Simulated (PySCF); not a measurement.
**Run report: C$_{4}$H$_{8}$OSi, core-level calculation**

The run: core-level calculation of C$_{4}$H$_{8}$OSi, SMILES [SiH3]OC1=CCC1. Method and program: delta-SCF UKS B3LYP, pcX-2 on the ionised atom, pcseg-1 elsewhere, spin-free X2C (PySCF 2.14.0).

Figures and captions count atoms from 1; the log counts them from 0 in places.

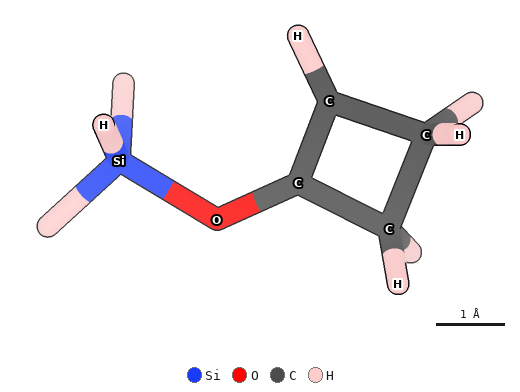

**Figure 1.** The structure (stick view, seen at a tilt). Bond lengths as drawn: C–C 1.35 to 1.56 Å, C–H 1.09 to 1.10 Å, C–O 1.34 Å, H–Si 1.49 Å and O–Si 1.69 Å.

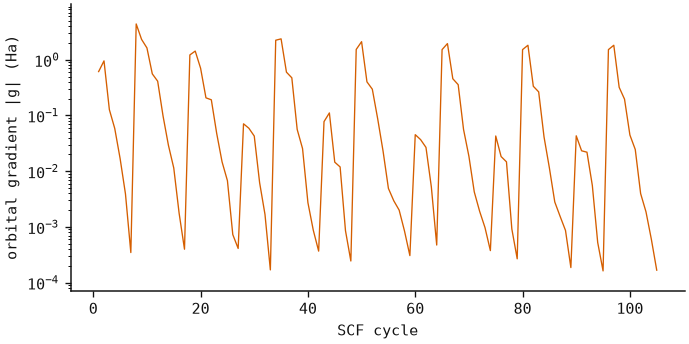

**Figure 2.** Convergence of the self-consistent field: orbital gradient |g| against the SCF cycle. All cycles printed in the log are drawn one after another.

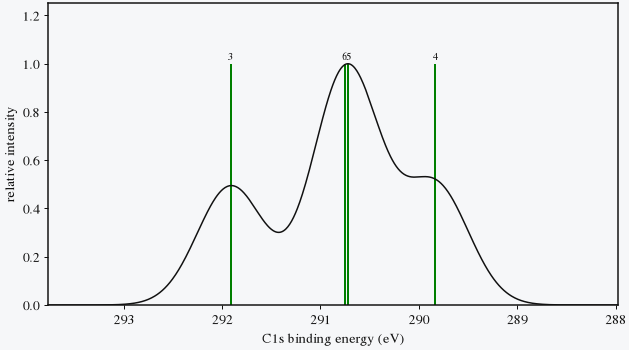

**Figure 3.** C1s binding energies by ΔSCF of the atoms computed, labelled by atom number, with a Gaussian envelope of 0.8 eV full width. They run from 289.83 eV (atom 4) to 291.91 eV (atom 3).

The input that produced these results follows, with the program's output.

## Input
```
{"job": {"kind": "xps", "xc": "B3LYP"}, "charge": 0, "multiplicity": 1}
Si     2.393774    -0.136215     0.452247
O      0.915556     0.656385     0.271645
C     -0.258679     0.018997     0.206026
C     -0.681786    -1.258548     0.265185
C     -2.128393    -0.849849     0.085940
C     -1.618574     0.622697     0.020272
H      2.610134    -1.073205    -0.689192
H      2.409467    -0.901856     1.733244
H      3.420632     0.936550     0.461646
H     -0.191708    -2.226078     0.391498
H     -2.796968    -1.059307     0.937499
H     -2.616213    -1.201170    -0.838662
H     -1.962070     1.276844     0.837794
H     -1.781845     1.135548    -0.941353
```

The first line tells a small driver script what to run in PySCF; the rest is the geometry in Å.

Launch command:
```bash
OMP_NUM_THREADS=1 python <driver script> task.json out
```

## What the program printed
```
ground state, core basis on atom 0 (Si), 170 functions
  cycle   1  E = -522.56826649  |g| = 6.13e-01
  cycle   2  E = -522.46697775  |g| = 9.54e-01
  cycle   3  E = -522.64083960  |g| = 1.27e-01
  cycle   4  E = -522.64359485  |g| = 5.85e-02
  cycle   5  E = -522.64439796  |g| = 1.69e-02
  cycle   6  E = -522.64446582  |g| = 3.90e-03
  cycle   7  E = -522.64446837  |g| = 3.46e-04
  E(ground) = -522.64452404 Eh
hole in Si 1s of atom 0
  cycle   1  E = -453.72622838  |g| = 4.39e+00
  cycle   2  E = -452.89325575  |g| = 2.32e+00
  cycle   3  E = -453.33095090  |g| = 1.63e+00
[... 7 cycles left out ...]
  E(ion) = -454.79506677 Eh   <S^2> = 0.7518   hole on atom = 1.000   binding energy = 1846.278 eV
hole in Si 2p of atom 0
[... 10 cycles left out ...]
  E(ion) = -518.67709404 Eh   <S^2> = 0.7521   hole on atom = 1.002   binding energy = 107.959 eV
  2p3/2 = 107.709 eV   2p1/2 = 108.329 eV
ground state, core basis on atom 1 (O), 159 functions
[... 6 cycles left out ...]
  E(ground) = -522.60391482 Eh
hole in O 1s of atom 1
[... 9 cycles left out ...]
  E(ion) = -502.82213672 Eh   <S^2> = 0.7570   hole on atom = 1.000   binding energy = 538.290 eV
ground state, core basis on atom 2 (C), 159 functions
[... 6 cycles left out ...]
  E(ground) = -522.57696208 Eh
hole in C 1s of atom 2
[... 11 cycles left out ...]
  E(ion) = -511.84939362 Eh   <S^2> = 0.7817   hole on atom = 1.000   binding energy = 291.912 eV
ground state, core basis on atom 3 (C), 159 functions
[... 5 cycles left out ...]
  E(ground) = -522.57448107 Eh
hole in C 1s of atom 3
[... 10 cycles left out ...]
  E(ion) = -511.92341010 Eh   <S^2> = 0.7663   hole on atom = 1.000   binding energy = 289.830 eV
ground state, core basis on atom 4 (C), 159 functions
[... 5 cycles left out ...]
  E(ground) = -522.57286230 Eh
hole in C 1s of atom 4
[... 10 cycles left out ...]
  E(ion) = -511.88917491 Eh   <S^2> = 0.7608   hole on atom = 1.000   binding energy = 290.718 eV
ground state, core basis on atom 5 (C), 159 functions
[... 6 cycles left out ...]
  E(ground) = -522.57301508 Eh
hole in C 1s of atom 5
  cycle   1  E = -511.32827478  |g| = 1.52e+00
  cycle   2  E = -510.71096066  |g| = 1.82e+00
  cycle   3  E = -511.84409856  |g| = 3.20e-01
  cycle   4  E = -511.86971188  |g| = 1.96e-01
  cycle   5  E = -511.88734166  |g| = 4.46e-02
  cycle   6  E = -511.88804722  |g| = 2.45e-02
  cycle   7  E = -511.88828873  |g| = 3.96e-03
  cycle   8  E = -511.88829677  |g| = 1.86e-03
  cycle   9  E = -511.88830004  |g| = 5.98e-04
  cycle  10  E = -511.88829952  |g| = 1.67e-04
  E(ion) = -511.88816676 Eh   <S^2> = 0.7606   hole on atom = 1.000   binding energy = 290.750 eV
```

## Results in brief

| quantity | value |
| --- | --- |
| outcome | converged |
| hardware | 1 CPU thread, shared host |
| wall time | 96 s |
| peak memory | 0.65 GiB |
